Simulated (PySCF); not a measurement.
# C₃H₁₃PSi₃: circular dichroism and optical rotation

Aim: compute the circular dichroism and optical rotation of C₃H₁₃PSi₃ (`C=C[C@H]([SiH3])[Si@H]([SiH3])P`).

Computed with PySCF 2.14.0 and routines of our own; the level stands in each step. Atoms count from 0.

## Step 1: The starting structure

20 atoms, charge 0, multiplicity 1; geometry from: GFN2-xTB.

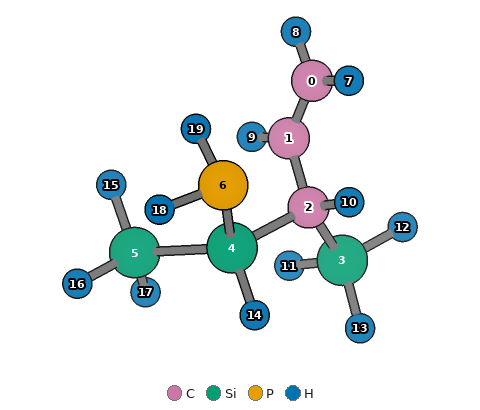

The starting geometry (carbon pink, silicon teal, phosphorus amber, hydrogen blue).

## Step 2: Circular dichroism and optical rotation: TDDFT CAM-B3LYP/def2-SVPD

Job settings and geometry (Å):

```
{"job": {"kind": "ecd", "xc": "CAM-B3LYP", "basis": "def2-SVPD", "nstates": 16}, "charge": 0, "multiplicity": 1}
C      2.172025     1.526784     0.087503
C      1.315615     0.646233    -0.403444
C      0.850516    -0.571639     0.307930
Si     1.170278    -2.127623    -0.742858
Si    -0.994303    -0.327381     0.808036
Si    -2.368532     0.139145    -1.014637
P     -0.894420     1.272905     2.390647
H      2.612242     1.398741     1.063574
H      2.472628     2.403811    -0.460629
H      0.889079     0.801954    -1.388412
H      1.420047    -0.664083     1.239420
H      0.456828    -1.996107    -2.015466
H      2.607225    -2.255360    -0.990774
H      0.679186    -3.301139    -0.021765
H     -1.399110    -1.534091     1.560687
H     -1.987828     1.379246    -1.701117
H     -3.766078     0.316308    -0.608037
H     -2.339926    -0.930101    -2.014958
H     -2.253604     1.528349     2.396524
H     -0.647015     2.304727     1.504742
```

With the program's defaults for keys left out, this is: TDDFT CAM-B3LYP/def2-SVPD circular dichroism and optical rotation, one conformer, gas phase.

Command:

```bash
OMP_NUM_THREADS=1 python excited_run.py task.json out
```

One launch serves the whole session: the jobs run in the order shown.

Standard output:

```text
coarse grid: 17816 points
cycle   1  E = -1331.2123699944  dE =  3.122e-01  |g| = 3.339e-01  |ddm| = 6.310e+00
cycle   2  E = -1331.2296701651  dE = -1.730e-02  |g| = 2.631e-01  |ddm| = 1.129e+00
cycle   3  E = -1331.2496188342  dE = -1.995e-02  |g| = 4.014e-02  |ddm| = 5.586e-01
cycle   4  E = -1331.2501538430  dE = -5.350e-04  |g| = 1.233e-02  |ddm| = 1.338e-01
cycle   5  E = -1331.2501978466  dE = -4.400e-05  |g| = 3.336e-03  |ddm| = 3.183e-02
cycle   6  E = -1331.2502010660  dE = -3.219e-06  |g| = 9.143e-04  |ddm| = 8.736e-03
final grid: 151168 points
cycle   7  E = -1331.4231893031  dE = -2.265e-05  |g| = 2.691e-03  |ddm| = 8.844e-02
cycle   8  E = -1331.4231893156  dE = -1.249e-08  |g| = 2.799e-03  |ddm| = 1.268e-02
cycle   9  E = -1331.4231914464  dE = -2.131e-06  |g| = 3.749e-04  |ddm| = 4.799e-03
cycle  10  E = -1331.4231914790  dE = -3.261e-08  |g| = 1.557e-04  |ddm| = 8.660e-04
cycle  11  E = -1331.4231914858  dE = -6.707e-09  |g| = 2.544e-05  |ddm| = 3.943e-04
cycle  12  E = -1331.4231914860  dE = -2.365e-10  |g| = 6.107e-06  |ddm| = 8.923e-05
converged SCF energy = -1331.4231914860

Singlet excitations and rotatory strengths (1e-40 esu^2 cm^2)
state   eV       nm     f(len)   f(vel)    R(len)    R(vel)   main configurations
  1   6.2904   197.1  0.11203  0.11735  -137.593  -139.210   H-1->L 0.64, H->L 0.13
  2   6.3729   194.5  0.20228  0.20257     1.120    -0.030   H->L+1 0.49, H->L 0.15, H-1->L 0.14
  3   6.4269   192.9  0.00969  0.01063    10.185    11.115   H->L 0.44, H->L+1 0.33
  4   6.4820   191.3  0.00324  0.00325    -6.868    -6.750   H-1->L+1 0.55, H-1->L+2 0.22
  5   6.6194   187.3  0.10886  0.11537    -5.177    -6.545   H->L+2 0.19, H->L 0.15, H-1->L+1 0.15
  6   6.7418   183.9  0.18610  0.18826   125.539   126.407   H->L+2 0.34, H-1->L+4 0.13, H->L+3 0.12
  7   6.7986   182.4  0.02340  0.02457    52.145    51.321   H-1->L+4 0.55, H-1->L+3 0.13, H-1->L+5 0.09
  8   6.9852   177.5  0.02632  0.02728    -7.157    -9.014   H-1->L+2 0.43, H-1->L+1 0.14, H-1->L+8 0.08
  9   7.1160   174.2  0.02538  0.02969    28.099    29.894   H->L+3 0.31, H->L+2 0.23, H->L+7 0.16
 10   7.2281   171.5  0.10562  0.11162   -33.087   -34.396   H->L+4 0.76
 11   7.3212   169.3  0.04717  0.05041   -23.419   -24.061   H->L+6 0.54, H->L+5 0.16
 12   7.3482   168.7  0.13739  0.14616    32.553    32.634   H-1->L+3 0.47, H-1->L+6 0.14
 13   7.5340   164.6  0.09807  0.09861     6.254     7.954   H->L+5 0.40, H->L+8 0.13, H->L+9 0.12
 14   7.6296   162.5  0.03015  0.03226    26.728    25.750   H-2->L 0.43
 15   7.7093   160.8  0.04967  0.04926   -43.320   -43.713   H->L+8 0.21, H-2->L 0.15, H-1->L+9 0.09
 16   7.7427   160.1  0.01679  0.01840    30.641    31.574   H->L+7 0.17, H-3->L 0.17, H->L+8 0.10

Specific rotation (deg / (dm g/mL))
    nm     length   length(OI)   velocity    alpha(len)  alpha(vel)
  633.0      22.05      21.57      20.78      153.162    156.187
  589.3      24.57      24.00      22.94      154.025    157.074
  546.0      27.21      26.52      25.06      155.112    158.192
  436.0      30.41      29.19      25.22      159.724    162.936
  405.0      26.51      25.02      19.39      161.885    165.160
  365.0       8.67       6.66      -2.77      165.747    169.134
  355.0      -0.45      -2.63     -13.51      166.982    170.405
```

Wall time 3 min (1 thread of Arm Neoverse V2, shared host); peak memory 1.3 GiB.

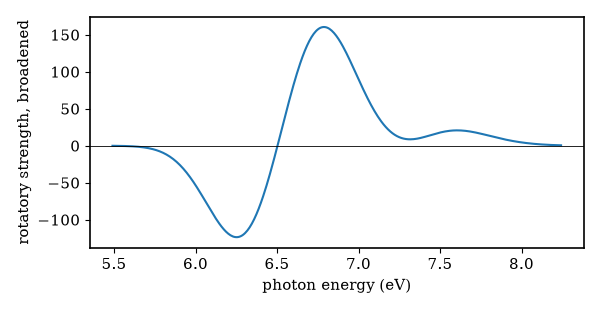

Circular dichroism: velocity-form rotatory strengths under Gaussians of 0.3 eV half-width at 1/e.

The fields below are evaluated on a grid from the run's orbitals.

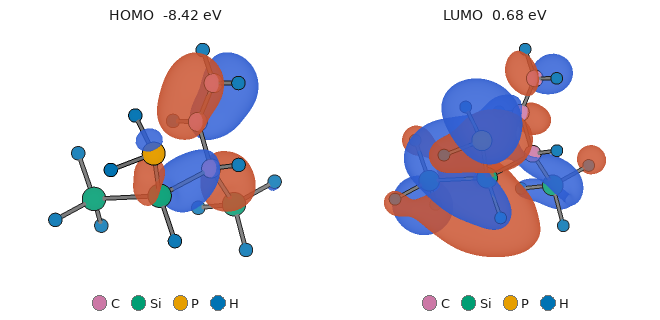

Frontier orbitals at CAM-B3LYP/def2-SVPD; each surface holds 70 % of the orbital's density, blue and red mark the sign.

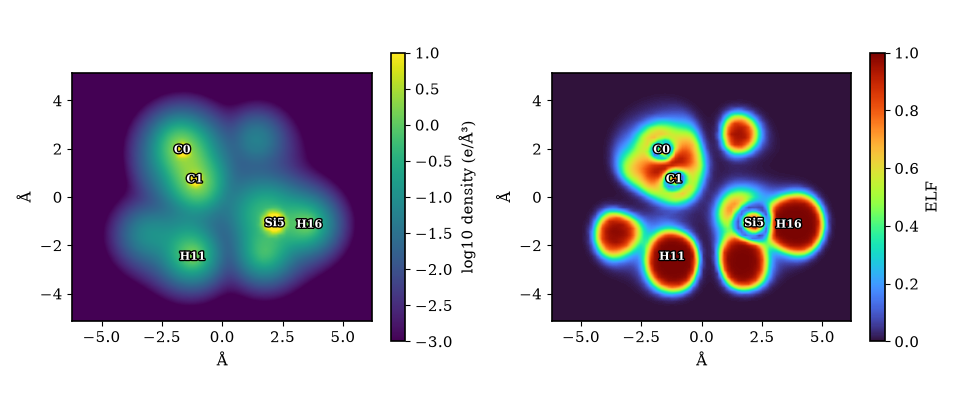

Density (left) and ELF (right) in a plane through or near 5 of the atoms.

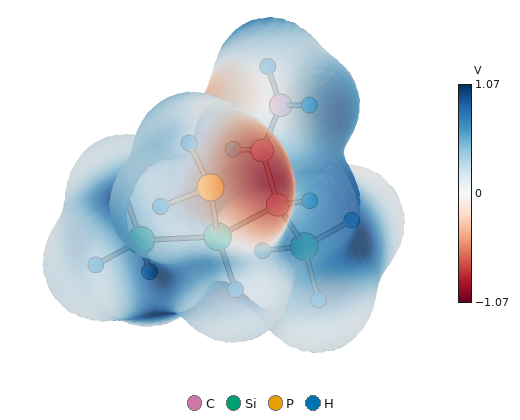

The potential that a unit positive charge feels on the 0.002 e/bohr³ surface, from the 1st to the 99th percentile, from -0.69 V near P6 to 1.07 V near H13.

## Step 3: Results

| quantity | value |
| --- | --- |
| state of largest rotatory strength (velocity form) among 16 (step 2, TDDFT CAM-B3LYP/def2-SVPD) | 6.29 eV, R = -139.2 (velocity), -137.6 (length) ·10⁻⁴⁰ esu² cm² |
| specific rotation at 633.0 nm (step 2, TDDFT CAM-B3LYP/def2-SVPD) | 20.8 (velocity), 22.1 (length) |
| surface potential, 1st and 99th percentile | -0.69 V and 1.07 V |

In words: In step 2 length and velocity forms differ in sign for some values, so those signs are unsure. Rotations belong to one conformer.
